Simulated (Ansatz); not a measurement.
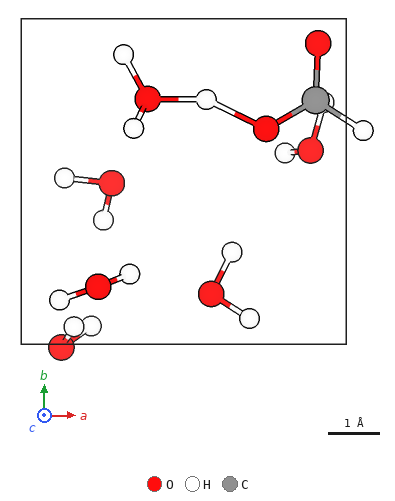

Starting frame of a dynamics run of a periodic cell with 6 H2O + 1 HCOOH at 0.957 g/cm³. It starts from the last geometry of an earlier run, with fresh velocities. The picture is a ball-and-stick view of the simulation cell, seen along the c axis.

The calculation used Ansatz, DFT PBE-D3(BJ), scalar-relativistic, plane waves, PAW.

Input file:
```yaml
accuracy: low
crystal:
  lattice:
    - [6.441688, 0.0, 0.0]
    - [0.0, 6.441688, 0.0]
    - [0.0, 0.0, 6.441688]
  atoms:
    - { symbol: O, position: [0.58039142, 0.15017244, 0.69722507] }
    - { symbol: H, position: [0.69801415, 0.07480464, 0.77802887] }
    - { symbol: H, position: [0.64435477, 0.27861041, 0.63602453] }
    - { symbol: O, position: [0.11985521, 0.98570464, 0.33217117] }
    - { symbol: H, position: [0.21170464, 1.05159151, 0.22201506] }
    - { symbol: H, position: [0.15836293, 1.04928329, 0.46227802] }
    - { symbol: O, position: [0.27473088, 0.49061619, 0.28871116] }
    - { symbol: H, position: [0.12930088, 0.50676974, 0.36067248] }
    - { symbol: H, position: [0.24898668, 0.37704485, 0.19663639] }
    - { symbol: O, position: [0.8858735, 0.59128868, 0.44927246] }
    - { symbol: H, position: [0.92727045, 0.73901958, 0.47149814] }
    - { symbol: H, position: [0.80708752, 0.58365206, 0.3127152] }
    - { symbol: O, position: [0.38498635, 0.74974767, 1.00697743] }
    - { symbol: H, position: [0.31099789, 0.88588144, 1.00855698] }
    - { symbol: H, position: [0.3420179, 0.65937963, 1.13878229] }
    - { symbol: O, position: [0.23287303, 0.17240173, 0.98154027] }
    - { symbol: H, position: [0.11414432, 0.13139025, 0.89008753] }
    - { symbol: H, position: [0.32984956, 0.21118583, 0.86413326] }
    - { symbol: O, position: [0.74930726, 0.65766056, 1.02452836] }
    - { symbol: C, position: [0.90138472, 0.74578748, 0.92281753] }
    - { symbol: O, position: [0.90907251, 0.92068488, 0.84527645] }
    - { symbol: H, position: [0.56534352, 0.74795143, 1.00674273] }
    - { symbol: H, position: [1.04768589, 0.65238105, 0.93247293] }
basis:
  ecutwfc: 420.0
kpoints:
  mp_grid: { grid: [1, 1, 1] }
hamiltonian:
  xc: pbe
  dispersion: d3bj
scf:
  occupations: { method: fermi_dirac, width: 0.05 }
  lower_state_search: "off"
md:
  timestep: 0.5
  n_steps: 400
  ensemble: npt_langevin
  temperature: 350.0
  initial_velocities: maxwell_boltzmann
  seed: 583183
  friction: 0.02
  pressure: 10.0
  fix_cell: [shape]
```

Launched with:
```bash
ansatz run input.yaml --threads 1 --pin off --max-ram 3072MiB --backend cpu --events-out ev --progress --plain --runs-dir out
```

### Predict how the run goes.

Over the second half the temperature averages 419 K (spread ±53 K). The potential energy in the second half lies on average 55.9 meV per atom above the first frame. The mean pressure there is 8.2 GPa. The volume ends −46.0 % from the start. In the second half of the run the atoms are, in the root-mean-square, this far from where they began (common drift taken out): H 1.00 Å, O 0.80 Å, C 0.30 Å. The heavy atoms stay within a fraction of a molecule's size of their starting places; so short a run doesn't tell a liquid from a solid. Bond changes: 3 H–O bonds form between 36 fs and 71 fs; 4 H–O bonds break between 65 fs and 115 fs. The conserved quantity stays between −0.087 and 0.22 meV per atom of its start. A straight-line fit has a slope that amounts to +0.016 meV per atom over 200 fs (under 0.1 % of the mean kinetic energy), and the ripple about it is 0.5 % of the kinetic energy's fluctuation. With a drift under 2 % and a ripple under 7 %, the integration is accurate.

Along the run (each row but the first and the last is the mean over the interval that it begins):

| time (fs) | potential energy (meV/atom) | T (K) | p (GPa) |
| --- | --- | --- | --- |
| 0.0 | 0.0 | 335 | -2.1 |
| 25.0 | 33.4 | 491 | 7.4 |
| 50.0 | 97.3 | 647 | 15.0 |
| 75.0 | 112.8 | 516 | 13.3 |
| 100.0 | 72.9 | 432 | 8.8 |
| 125.0 | 47.7 | 433 | 6.5 |
| 150.0 | 43.9 | 392 | 7.3 |
| 175.0 | 59.1 | 420 | 10.2 |
| 200.0 | 60.5 | 455 | 9.1 |

The paths of the atoms:

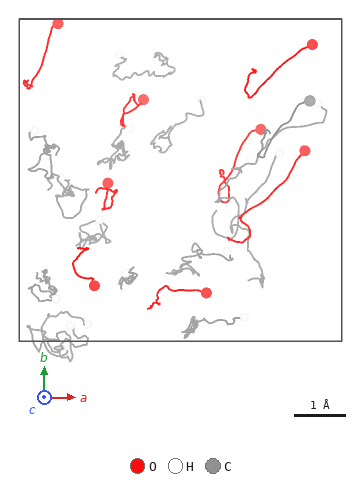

Limits of the set-up: the program's low-accuracy preset was used; the periodic images lie only 6.4 Å apart, so the values are limited by the cell's size.

Cost: 6.1 min on 1 thread of AMD EPYC 7R43 64-Core Processor (Zen 3), with other jobs on the host, peak memory 0.44 GiB.
